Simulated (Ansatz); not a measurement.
**Ge5Pd: one candidate of a structure search**

Aim: relax a trial structure of Ge5Pd and see where it ends.

Method: DFT PBE, scalar-relativistic, plane waves, PAW, in Ansatz 0.2.0.

3 further runs of the same task are left out: 1 for a known fault of the program, 1 that didn't finish, 1 set aside as unsound or not needed.

## 1. Starting point

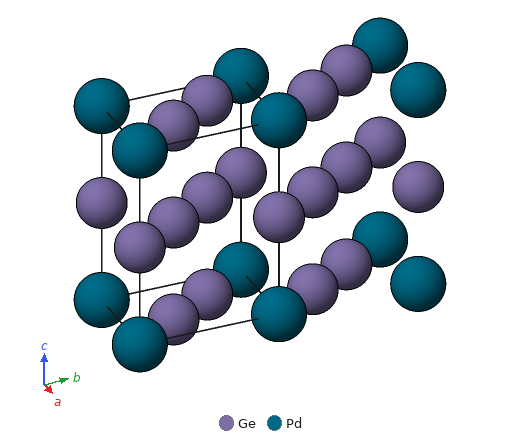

Start, viewed slightly off an axis; germanium purple, palladium blue. 1×2×1 cells are drawn. Atoms on the faces are drawn again on the opposite ones.

Coordinates:

```cif
data_structure
_symmetry_space_group_name_H-M 'P6/mmm'
_symmetry_Int_Tables_number 191
_cell_length_a 5.1064
_cell_length_b 5.1064
_cell_length_c 5.4670
_cell_angle_alpha 90.000
_cell_angle_beta 90.000
_cell_angle_gamma 120.000
_cell_volume 123.46
loop_
_atom_site_label
_atom_site_type_symbol
_atom_site_symmetry_multiplicity
_atom_site_Wyckoff_symbol
_atom_site_fract_x
_atom_site_fract_y
_atom_site_fract_z
_atom_site_occupancy
Ge1 Ge 2 d 0.33333 0.66667 0.50000 1
Ge2 Ge 2 c 0.33333 0.66667 0.00000 1
Ge3 Ge 1 b 0.00000 0.00000 0.50000 1
Pd1 Pd 1 a 0.00000 0.00000 0.00000 1
```

Recipe of the guess: random cell by space group and Wyckoff sites (P6/mmm, No. 191). Lengths come from tabulated atomic sizes and are only a guess.

## 2. A first look at the guess

File input.yaml:

```yaml
crystal:
  lattice:
    - [5.10644937, 0.0, 0.0]
    - [-2.55322468, 4.42231488, 0.0]
    - [0.0, 0.0, 5.46696199]
  atoms:
    - { symbol: Ge, position: [0.33333333, 0.66666667, 0.5] }
    - { symbol: Ge, position: [0.66666667, 0.33333333, 0.5] }
    - { symbol: Ge, position: [0.33333333, 0.66666667, 0.0] }
    - { symbol: Ge, position: [0.66666667, 0.33333333, 0.0] }
    - { symbol: Ge, position: [0.0, 0.0, 0.5] }
    - { symbol: Pd, position: [0.0, 0.0, 0.0] }
basis:
  ecutwfc: 420
kpoints:
  mp_grid: { grid: [6, 6, 4] }
hamiltonian:
  xc: pbe
scf:
  occupations: { method: gaussian, width: 0.1 }
  lower_state_search: "off"
output:
  forces: true
  stress: true
  eigenvalues: true
```

The run is started by

```sh
> ansatz run input.yaml --threads 1 --pin off --max-ram 2560MiB --backend cpu --events-out ev --progress --plain --runs-dir out
```

Standard output, shortened:

```text
[...]
SCF converged after 7 iterations
Free energy (F): -28446.914840 eV
[...]
E sigma→0 (E₀):  -28446.912294 eV
Entropy (-TS):   -0.005093 eV (-0.849 meV/atom)
Fermi energy:    10.126243 eV
[...]
--- Forces (eV/Å), atoms counted from 1 ---
  atom   1  Ge     0.00000000    -0.00000000     0.00000000
  atom   2  Ge    -0.00000000     0.00000000     0.00000000
  atom   3  Ge     0.00000000     0.00000000     0.00000000
  atom   4  Ge    -0.00000000    -0.00000000     0.00000000
  atom   5  Ge    -0.00000000     0.00000000     0.00000000
  atom   6  Pd    -0.00000000    -0.00000000     0.00000000
[...]
--- Stress (GPa, compression-positive) ---
       -7.684067       0.000000       0.000000
        0.000000      -7.684067       0.000000
        0.000000       0.000000      -7.941144
  P = ⅓ Tr σ = -7.7698 GPa (-77.698 kbar)
--- Band table (eV; the first three rows and the last of 21) ---
[...]
```

Wall time 7.2 s (1 thread of Arm Neoverse V1, shared host); peak memory 0.42 GiB.

Read-out: pressure -7.8 GPa, largest force 0.00 eV/Å, gap on this mesh none (metal). A guess like this is first relaxed loosely on the coarse mesh.

## 3. Coarse relaxation

input.yaml: that of step 2 with these lines changed.

```diff
@@ -25 +25,6 @@
   eigenvalues: true
+relax:
+  adjacent_minimum: "off"
+  f_tol: 0.04
+  max_steps: 70
+  cell: { stress_tol: 0.4 }
```

The run is started by

```sh
> ansatz run input.yaml --threads 1 --pin off --max-ram 2560MiB --backend cpu --events-out ev --progress --plain --runs-dir out
```

Standard output:

```text
Warning: RAYON_NUM_THREADS=1 ignored (pool sized by the plan → 1); use --threads N
Engine: ansatz 0.2.0, aarch64-unknown-linux-gnu
Pseudopotentials: kind: paw
Pseudopotential: Ge, paw, valence charge 14, recommended cutoff 420 eV (normal), Ge.paw.azcp
Pseudopotential: Pd, paw, valence charge 18, recommended cutoff 420 eV (normal), Pd.paw.azcp
Functional definition: PBE
  parameter kappa = 0.804
  parameter beta = 0.06672455060314922
  exchange = pbe_x(kappa = kappa, mu = beta*pi^2/3)
  correlation = pbe_c(beta = beta)
Crystal: 6 atoms, lattice volume = 123.457 Å³
Basis set: ecut = 420 eV, 2425 PW (Γ), exchange–correlation on 72×72×80 points (8 copies of the dense FFT grid, shifted against one another)
Bands: 53, of which v1, the nominal top of the filled ones, is band 44 counted from 1 (43 counted from 0)
Symmetry: 24 space group operations
Space group: P6/mmm (ITA 191), of the structure as read, at distance tolerance 5.0e-5 Å
k-points: 21 of 144
Non-local potential: Ge, projectors of the file, l = 0: 2, l = 1: 2, l = 2: 3, l = 3: 1
Non-local potential: Pd, projectors of the file, l = 0: 2, l = 1: 2, l = 2: 2, l = 3: 1
PAW form: soft (Blöchl's): semilocal exchange-correlation on the pseudo side does not see the compensation charge
PAW one-centre angular grid: Ge, 590 points (default); XC on 64 Gauss nodes
PAW one-centre angular grid: Pd, 590 points (default); XC on 64 Gauss nodes
Initial density: superposition of atomic densities (neutral atoms: chi_scale 0, normalization atom), corrected by the library's trained network
Initial wavefunctions: pseudopotential atomic-orbital guess
Functional: x = pbe(κ = 0.804, μ = 0.2195149727645171), c = pbe(β = 0.06672455060314922)
SCF iter   1: F=—  HF=-28446.915218 eV  |F-HF|=—  |Δ(HF+E_count)|=         —  Δρ=3.10e-3  dr2=1.38e-2  ethr=1.77e-3  ⟨swp⟩=5.6  Hψ=3637  notcnv=0  defer=2
preconditioner: auto → Kerker (q_TF=auto, 2.579 Å⁻¹)  [metal: Δε(μ)=0.098 eV  Ē_g=20.112 eV  σ=0.100 eV  W_gap=0.42  n_scr=28 (ndim 8)  ℏωp=29.9 eV  f_vac=0.000  D(μ)=1.12/eV (n_scr^D=2)]
SCF iter   2: F=—  HF=-28446.915055 eV  |F-HF|=—  |Δ(HF+E_count)|=   1.63e-4  Δρ=1.59e-3  dr2=3.35e-3  ethr=1.56e-5  ⟨swp⟩=2.0  Hψ=1438  notcnv=0  defer=3
SCF iter   3: F=—  HF=-28446.914870 eV  |F-HF|=—  |Δ(HF+E_count)|=   1.85e-4  Δρ=3.49e-4  dr2=1.93e-4  ethr=3.81e-6  ⟨swp⟩=1.7  Hψ=1107  notcnv=0  defer=3
SCF iter   4: F=—  HF=-28446.914867 eV  |F-HF|=—  |Δ(HF+E_count)|=   3.47e-6  Δρ=1.12e-4  dr2=1.98e-5  ethr=2.20e-7  ⟨swp⟩=2.0  Hψ=1874  notcnv=0  defer=3
SCF iter   5: F=—  HF=-28446.914841 eV  |F-HF|=—  |Δ(HF+E_count)|=   2.62e-5  Δρ=4.50e-5  dr2=3.07e-6  ethr=2.25e-8  ⟨swp⟩=2.0  Hψ=1886  notcnv=0  defer=3
SCF iter   6: F=—  HF=-28446.914840 eV  |F-HF|=—  |Δ(HF+E_count)|=   2.84e-7  Δρ=1.23e-5  dr2=4.08e-7  ethr=3.48e-9  ⟨swp⟩=2.0  Hψ=1883  notcnv=0  defer=3
SCF iter   7: F=-28446.914840 eV  HF=-28446.914840 eV  |F-HF|=8.27e-9  |Δ(HF+E_count)|=   3.98e-8  Δρ=2.94e-6  dr2=1.57e-8  ethr=1.14e-10  ⟨swp⟩=7.8  Hψ=3899  notcnv=0
SCF 1 converged in 7 iterations: F = -28446.914840 eV  dr2 = 1.57e-8
relax step   1: F+E_penalty+E_count = -28446.91484020 eV  Δ(F+E_penalty+E_count) = +0.000e0 eV  max|allowed force component| = 2.236e-16 eV/Å  Δτ_max = 0.0000 Å  P = -7.770 GPa  Ω = 123.457 Å³  (7 SCF iters, dr2 threshold 1.00e-7 eV, accepted)
Crystal: 6 atoms, lattice volume = 107.460 Å³
Basis set: ecut = 420 eV, 2087 PW (Γ), exchange–correlation on 72×72×80 points (8 copies of the dense FFT grid, shifted against one another)
Initial density: handed on by an earlier stage of this run
Initial wavefunctions: those handed on with the density
iter 1 solved again at ethr=1.37e-3 eV; its pass at ethr=3.10e-3 eV (dr2=1.20e0 eV) is discarded
SCF iter   1: F=—  HF=-28447.477625 eV  |F-HF|=—  |Δ(HF+E_count)|=         —  Δρ=2.35e-2  dr2=1.22e0  ethr=1.37e-3  ⟨swp⟩=1.1  Hψ=4752  notcnv=0
preconditioner: auto → Resta (q_TF=auto, 2.639 Å⁻¹)  ε∞=3.4  [insulator: Δε(μ)=0.126 eV  Ē_g=20.685 eV  σ=0.100 eV  W_gap=0.63  n_scr=28 (ndim 8)  ℏωp=32.0 eV  f_vac=0.000  D(μ)=1.46/eV (n_scr^D=8)  ε∞_Penn≈3.4]
SCF iter   2: F=—  HF=-28447.353219 eV  |F-HF|=—  |Δ(HF+E_count)|=   1.24e-1  Δρ=9.95e-3  dr2=2.76e-1  ethr=1.37e-3  ⟨swp⟩=2.0  Hψ=1281  notcnv=0
SCF iter   3: F=—  HF=-28447.310025 eV  |F-HF|=—  |Δ(HF+E_count)|=   4.32e-2  Δρ=2.51e-3  dr2=1.83e-2  ethr=3.14e-4  ⟨swp⟩=1.4  Hψ=1304  notcnv=0  defer=8
SCF iter   4: F=—  HF=-28447.306969 eV  |F-HF|=—  |Δ(HF+E_count)|=   3.06e-3  Δρ=3.68e-4  dr2=1.34e-4  ethr=2.08e-5  ⟨swp⟩=2.0  Hψ=1237  notcnv=0  defer=8
SCF iter   5: F=—  HF=-28447.306947 eV  |F-HF|=—  |Δ(HF+E_count)|=   2.20e-5  Δρ=1.34e-4  dr2=1.10e-5  ethr=1.52e-7  ⟨swp⟩=2.0  Hψ=1870  notcnv=0  defer=8
SCF iter   6: F=—  HF=-28447.306931 eV  |F-HF|=—  |Δ(HF+E_count)|=   1.56e-5  Δρ=3.46e-5  dr2=8.60e-7  ethr=1.25e-8  ⟨swp⟩=2.0  Hψ=1863  notcnv=0  defer=8
SCF iter   7: F=-28447.306931 eV  HF=-28447.306931 eV  |F-HF|=4.45e-8  |Δ(HF+E_count)|=   2.21e-7  Δρ=7.05e-6  dr2=6.77e-8  ethr=6.82e-10  ⟨swp⟩=8.3  Hψ=4307  notcnv=0
SCF 2 converged in 7 iterations: F = -28447.306931 eV  dr2 = 6.77e-8
relax step   2: F+E_penalty+E_count = -28447.30693124 eV  Δ(F+E_penalty+E_count) = -3.921e-1 eV  max|allowed force component| = 1.249e-16 eV/Å  Δτ_max = 0.0000 Å  P = +1.142 GPa  Ω = 107.460 Å³  energy of the carried Pulay correction = +3.410e-3 eV  (7 SCF iters, dr2 threshold 6.00e-7 eV, accepted)
Crystal: 6 atoms, lattice volume = 109.311 Å³
Basis set: ecut = 420 eV, 2123 PW (Γ), exchange–correlation on 72×72×80 points (8 copies of the dense FFT grid, shifted against one another)
iter 1 solved again at ethr=1.85e-5 eV; its pass at ethr=3.10e-3 eV (dr2=1.63e-2 eV) is discarded
SCF iter   1: F=—  HF=-28447.320525 eV  |F-HF|=—  |Δ(HF+E_count)|=         —  Δρ=2.82e-3  dr2=1.78e-2  ethr=1.85e-5  ⟨swp⟩=1.8  Hψ=4877  notcnv=0
preconditioner: auto → Resta (q_TF=auto, 2.631 Å⁻¹)  ε∞=3.4  [insulator: Δε(μ)=0.122 eV  Ē_g=20.603 eV  σ=0.100 eV  W_gap=0.61  n_scr=28 (ndim 8)  ℏωp=31.8 eV  f_vac=0.000  D(μ)=1.04/eV (n_scr^D=2)  ε∞_Penn≈3.4]
SCF iter   2: F=—  HF=-28447.318300 eV  |F-HF|=—  |Δ(HF+E_count)|=   2.23e-3  Δρ=1.10e-3  dr2=3.36e-3  ethr=1.85e-5  ⟨swp⟩=1.8  Hψ=1155  notcnv=0
SCF iter   3: F=—  HF=-28447.317669 eV  |F-HF|=—  |Δ(HF+E_count)|=   6.30e-4  Δρ=2.70e-4  dr2=1.86e-4  ethr=3.82e-6  ⟨swp⟩=2.0  Hψ=1210  notcnv=0
SCF iter   4: F=—  HF=-28447.317609 eV  |F-HF|=—  |Δ(HF+E_count)|=   6.06e-5  Δρ=5.04e-5  dr2=2.02e-6  ethr=2.12e-7  ⟨swp⟩=2.0  Hψ=1299  notcnv=0
iter 5 did not close the SCF: its close was put off for the readings that it lacked (scf_convergence_deferred on its scf_iter line)
SCF iter   5: F=-28447.317608 eV  HF=-28447.317609 eV  |F-HF|=5.67e-7  |Δ(HF+E_count)|=   8.58e-8  Δρ=1.79e-5  dr2=2.01e-7  ethr=2.29e-9  ⟨swp⟩=2.0  Hψ=1952  notcnv=0
SCF iter   6: F=-28447.317608 eV  HF=-28447.317608 eV  |F-HF|=2.22e-10  |Δ(HF+E_count)|=   2.43e-7  Δρ=5.36e-6  dr2=1.96e-8  ethr=2.28e-10  ⟨swp⟩=2.1  Hψ=4088  notcnv=0
SCF 3 converged in 6 iterations: F = -28447.317608 eV  dr2 = 1.96e-8
relax step   3: F+E_penalty+E_count = -28447.31760849 eV  Δ(F+E_penalty+E_count) = -1.068e-2 eV  max|allowed force component| = 2.298e-16 eV/Å  Δτ_max = 0.0000 Å  P = -0.323 GPa  Ω = 109.311 Å³  energy of the carried Pulay correction = +2.980e-3 eV  (6 SCF iters, dr2 threshold 6.00e-7 eV, accepted)
Basis set: ecut = 420 eV, 2123 PW (Γ), exchange–correlation on 72×72×72 points (8 copies of the dense FFT grid, shifted against one another)
Initial wavefunctions: pseudopotential atomic-orbital guess (no wavefunctions were taken with the density)
iter 1 solved again at ethr=1.53e-8 eV; its pass at ethr=3.10e-3 eV (dr2=1.34e-5 eV) is discarded
SCF iter   1: F=—  HF=-28447.313940 eV  |F-HF|=—  |Δ(HF+E_count)|=         —  Δρ=1.50e-4  dr2=4.55e-6  ethr=1.53e-8  ⟨swp⟩=3.4  Hψ=6185  notcnv=0
preconditioner: auto → Resta (q_TF=auto, 2.631 Å⁻¹)  ε∞=3.4  [insulator: Δε(μ)=0.139 eV  Ē_g=20.603 eV  σ=0.100 eV  W_gap=0.68  n_scr=28 (ndim 8)  ℏωp=31.8 eV  f_vac=0.000  D(μ)=0.96/eV (n_scr^D=2)  ε∞_Penn≈3.4]
SCF iter   2: F=—  HF=-28447.314037 eV  |F-HF|=—  |Δ(HF+E_count)|=   9.68e-5  Δρ=9.57e-5  dr2=3.22e-6  ethr=5.18e-9  ⟨swp⟩=2.0  Hψ=2036  notcnv=0
SCF iter   3: F=—  HF=-28447.314038 eV  |F-HF|=—  |Δ(HF+E_count)|=   1.44e-6  Δρ=3.02e-5  dr2=3.37e-7  ethr=3.66e-9  ⟨swp⟩=3.0  Hψ=2112  notcnv=0
SCF iter   4: F=—  HF=-28447.314038 eV  |F-HF|=—  |Δ(HF+E_count)|=   5.29e-9  Δρ=4.23e-6  dr2=1.29e-8  ethr=3.83e-10  ⟨swp⟩=2.0  Hψ=1951  notcnv=0
iter 5 did not close the SCF: its close was put off for the readings that it lacked (scf_convergence_deferred on its scf_iter line)
SCF iter   5: F=-28447.314038 eV  HF=-28447.314038 eV  |F-HF|=5.75e-10  |Δ(HF+E_count)|=   1.11e-9  Δρ=1.23e-6  dr2=8.11e-10  ethr=1.47e-11  ⟨swp⟩=2.1  Hψ=1894  notcnv=0
SCF iter   6: F=-28447.314038 eV  HF=-28447.314038 eV  |F-HF|=3.64e-12  |Δ(HF+E_count)|=  9.31e-10  Δρ=1.47e-7  dr2=1.37e-11  ethr=1.00e-12  ⟨swp⟩=2.5  Hψ=3404  notcnv=0
SCF 4 converged in 6 iterations: F = -28447.314038 eV  dr2 = 1.37e-11
relax step   4: F+E_penalty+E_count = -28447.31403821 eV  Δ(F+E_penalty+E_count) = +3.570e-3 eV  max|allowed force component| = 2.405e-16 eV/Å  Δτ_max = 0.0000 Å  P = -0.310 GPa  Ω = 109.311 Å³  stress off target by 3.13e-1 GPa  SCF on the basis re-selected at this cell (its energy is not comparable with the rows above)  (6 SCF iters)
basis re-selected at this cell: Δ(F+E_penalty+E_count) = +3.570e-3 eV, ΔP = +0.013 GPa vs the last step (what re-selecting the basis moved, of the pressure what is left beyond the Pulay correction that the steps carried, after the strain that the cell walked since its last selection, with what the two solves' SCF thresholds leave and, on support functions, any second-order correction that the steps lacked; it is no measure of the basis error at this ecutwfc). The dense FFT grid was sized anew with the basis: this SCF ran on 36×36×36 points, the steps before it on 36×36×40, so part of this shift can come from that change (see relax.cell in the input reference). This SCF's stress stands 3.13e-1 GPa from its target on what of the cell is left free (relax.cell.stress_tol is 4.00e-1 GPa) and its largest allowed force component is 2.41e-16 eV/Å (relax.f_tol is 4.00e-2 eV/Å): within both
SCF converged after 6 iterations
Free energy (F): -28447.314038 eV
Harris-Foulkes:  -28447.314038 eV  (|F-HF|=3.64e-12)
Internal energy: -28447.309216 eV  (E = F + TS)
E sigma→0 (E₀):  -28447.311627 eV
Entropy (-TS):   -0.004823 eV (-0.804 meV/atom)
Fermi energy:    11.965470 eV
--- Per-component energies (eV) ---
  E_band       = -772.352203
  E_kinetic    = 1067.040042
  E_local      = -12825.368850  (includes V_loc(G=0)·N_el)
  E_nonlocal   = 2299.149350
  E_hartree    = 5547.790539
  E_xc         = -546.695982
  E_vxc        = -534.620598  (∫ρ·V_xc dr)
  E_paw        = -13838.908208  (= ΣΔE_a)
  E_vpaw       = -1874.135243  (= ΣTr[D̂ρ^β])
  E_aug_tail   = 0.001796  (compensation charges beyond the density's cutoff)
  E_ewald      = -10150.317902
  E_smearing   = -0.004823  (= −TS)
  E_closure    = 0.000000  (closes the sum)
  Σ components = -28447.314038   (vs F -28447.314038, Δ=0.00e0)
--- Forces (eV/Å), atoms counted from 1 ---
  atom   1  Ge    -0.00000000    -0.00000000    -0.00000000
  atom   2  Ge     0.00000000     0.00000000     0.00000000
  atom   3  Ge     0.00000000     0.00000000     0.00000000
  atom   4  Ge    -0.00000000    -0.00000000    -0.00000000
  atom   5  Ge     0.00000000     0.00000000    -0.00000000
  atom   6  Pd    -0.00000000     0.00000000    -0.00000000
  max |Σ_I F_I| component: 2.78e-17 eV/Å
--- Stress (GPa, compression-positive) ---
       -0.309368      -0.000000      -0.000000
       -0.000000      -0.309368      -0.000000
       -0.000000      -0.000000      -0.312697
  P = ⅓ Tr σ = -0.3105 GPa (-3.105 kbar)
--- Band table (eV; the first three rows and the last of 21) ---
  k-point 0: bands = ["-72.4804", "-38.2200", "-38.2200", "-38.2164", "-12.6207", "-12.5645", "-12.5295", "-12.5295", "-12.5219", "-12.5219", "-12.5021", "-12.5021", "-12.4871", "-12.4871", "-12.4867", "-12.4867", "-12.4627", "-12.4408", "-12.4408", "-12.4296", "-12.4296", "-12.4032", "-12.4032", "-12.3831", "-12.3831", "-12.3502", "-12.3502", "-12.3340", "-12.2737", "-0.6983", "3.1229", "5.1050", "6.6035", "6.6351", "7.4418", "7.4418", "9.2542", "9.2542", "9.4904", "9.4904", "9.9550", "10.2193", "10.2193", "10.3964", "11.0399", "13.1067", "13.4400", "13.4400", "14.1073", "14.1073", "16.7220", "17.6205", "17.6205"]
  k-point 1: bands = ["-72.4804", "-38.2200", "-38.2200", "-38.2165", "-12.5861", "-12.5293", "-12.5293", "-12.5266", "-12.5112", "-12.5112", "-12.5018", "-12.5018", "-12.4871", "-12.4871", "-12.4769", "-12.4769", "-12.4651", "-12.4426", "-12.4426", "-12.4297", "-12.4297", "-12.4033", "-12.4033", "-12.3947", "-12.3947", "-12.3631", "-12.3580", "-12.3580", "-12.3118", "-0.3951", "2.1733", "5.4282", "6.2546", "7.5853", "7.5853", "8.0587", "8.4406", "8.7479", "8.7479", "9.9223", "10.0620", "10.0620", "10.3077", "10.3077", "12.9024", "12.9024", "13.0355", "13.4278", "13.4278", "13.6338", "17.0117", "18.5786", "19.1302"]
  k-point 2: bands = ["-72.4804", "-38.2200", "-38.2200", "-38.2167", "-12.5290", "-12.5290", "-12.5249", "-12.5039", "-12.5039", "-12.4954", "-12.4954", "-12.4885", "-12.4871", "-12.4871", "-12.4633", "-12.4626", "-12.4626", "-12.4481", "-12.4481", "-12.4294", "-12.4294", "-12.4092", "-12.4092", "-12.4034", "-12.4034", "-12.3977", "-12.3755", "-12.3668", "-12.3668", "0.1983", "1.1073", "6.3989", "6.4172", "6.7873", "7.7582", "7.7582", "7.8959", "8.5374", "8.5374", "9.8577", "9.8577", "11.0393", "11.0393", "12.5322", "12.5322", "12.6057", "12.6057", "12.6107", "13.0042", "13.1004", "17.3168", "17.3226", "21.9646"]
  k-point 20: bands = ["-72.4804", "-38.2201", "-38.2201", "-38.2167", "-12.5685", "-12.5402", "-12.5402", "-12.5337", "-12.5337", "-12.5151", "-12.5009", "-12.4796", "-12.4796", "-12.4680", "-12.4680", "-12.4579", "-12.4494", "-12.4494", "-12.4463", "-12.4164", "-12.4142", "-12.3994", "-12.3994", "-12.3840", "-12.3840", "-12.3778", "-12.3778", "-12.3703", "-12.3602", "2.7559", "2.7559", "3.0430", "3.0430", "3.1361", "6.9185", "8.1245", "9.1489", "9.1489", "9.2052", "9.2052", "11.5925", "11.5925", "11.6389", "13.3471", "13.3471", "14.2923", "14.8341", "14.8341", "15.0457", "15.0457", "18.3342", "18.3895", "18.3909"]
--- Relaxed structure (3 steps of the walk, 3 accepted, 1 SCFs on fresh bases) ---
  F+E_penalty+E_count = -28447.31403821 eV   max|allowed force component| = 2.405e-16 eV/Å   (the final SCF, on the basis selected at the relaxed cell)
  cell:  # Å, volume = 109.3106 Å³
    - [4.903399310689646, -2.771964114839237e-9, 0.0]
    - [-2.451699652944231, 4.246468369342321, 0.0]
    - [0.0, 0.0, 5.249732429237444]
  atoms:
    - { symbol: Ge, position: [0.33333333333333337, 0.6666666666666666, 0.5] }
    - { symbol: Ge, position: [0.6666666666666665, 0.33333333333333326, 0.5] }
    - { symbol: Ge, position: [0.33333333333333337, 0.6666666666666666, 0.0] }
    - { symbol: Ge, position: [0.6666666666666665, 0.33333333333333326, 0.0] }
    - { symbol: Ge, position: [-1.6883489754854082e-35, -8.195918332105415e-35, 0.5] }
    - { symbol: Pd, position: [-3.833291830276574e-35, -6.199864422633913e-35, 0.0] }
```

Wall time 34 s (1 thread of Arm Neoverse V1, shared host); peak memory 0.43 GiB.

Relaxation path:

| step | energy from step 1 (eV/cell) | largest force component (eV/Å) | pressure (GPa) | volume (Å³) |
| --- | --- | --- | --- | --- |
| 1 | 0.0000 | 0.0000 | -7.77 | 123.46 |
| 2 | -0.3921 | 0.0000 | 1.14 | 107.46 |
| 3 | -0.4028 | 0.0000 | -0.32 | 109.31 |
| 4 | -0.3992 | 0.0000 | -0.31 | 109.31 |

Step 1 is the start. Step 4 repeats the geometry before it on a plane-wave basis chosen anew for that cell, so its energy need not be comparable with the rows above.

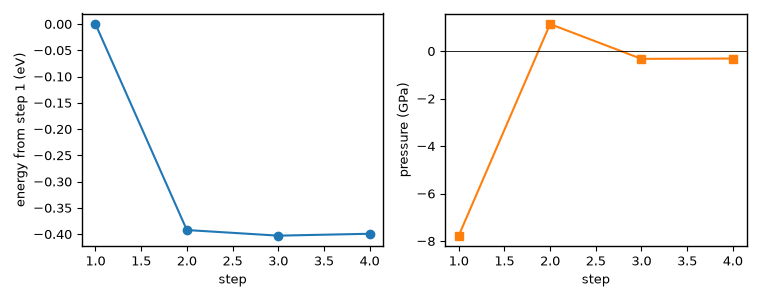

Energy and pressure along the relaxation.

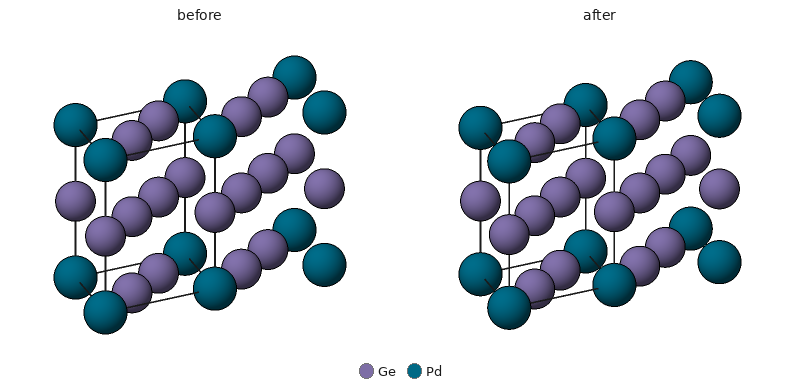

Before and after, at one scale.

|  | before | after | change |
| --- | --- | --- | --- |
| a (Å) | 5.106 | 4.903 | -4.0 % |
| b (Å) | 5.106 | 4.903 | -4.0 % |
| c (Å) | 5.467 | 5.250 | -4.0 % |
| volume (Å³/atom) | 20.58 | 18.22 | -11.5 % |
| shortest distance (Å) | 2.733 | 2.625 | -4.0 % |
| space group (0.01 Å) | P6/mmm | P6/mmm | same |

Forces and stress were held to the start's 24 operations: a distortion of lower symmetry was not tested.

(Part 1 of 2 ends here.)
